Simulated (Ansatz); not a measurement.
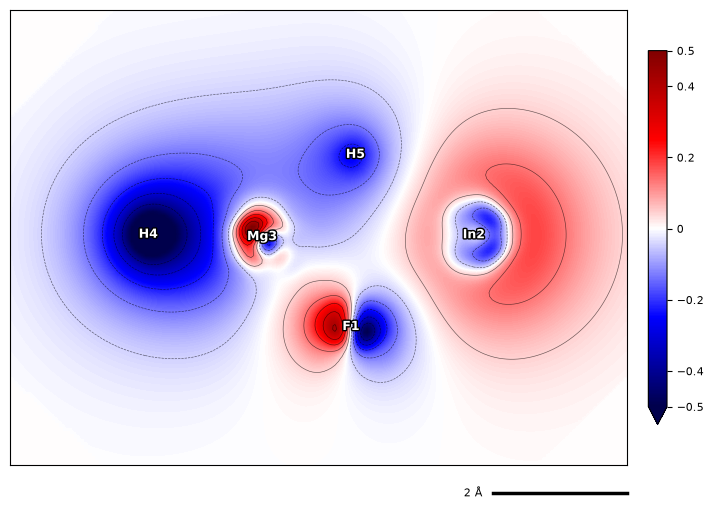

The picture shows: FH2InMg. The HOMO−1 on the molecular plane (values in Å⁻³ᐟ²; the overall sign is arbitrary).

Geometry: B3LYP-D4/def2-TZVP; core potentials replace the inner electrons of In.

Method: isolated molecule in a Gaussian basis; Kohn-Sham density functional theory, functional PBE0 (Ansatz 0.2.0).

```yaml
atoms:
  - { symbol: F, position_ang: [1.2030, -0.0561, -0.6587] }
  - { symbol: In, position_ang: [-1.0073, -0.5162, -1.0201] }
  - { symbol: Mg, position_ang: [1.1122, 0.1982, 1.2066] }
  - { symbol: H, position_ang: [2.2164, 0.5808, 2.4375] }
  - { symbol: H, position_ang: [-0.7011, -0.1574, 1.0604] }
```

**Where does this orbital lie, and at what energy?**

By Hirshfeld shares it lies mainly on H4 (about 40 %), Mg3 (about 30 %) and In2 (about 25 %); it is symmetric in the molecular plane (an in-plane orbital: σ, lone-pair or in-plane π type). Its energy is −7.42 eV.
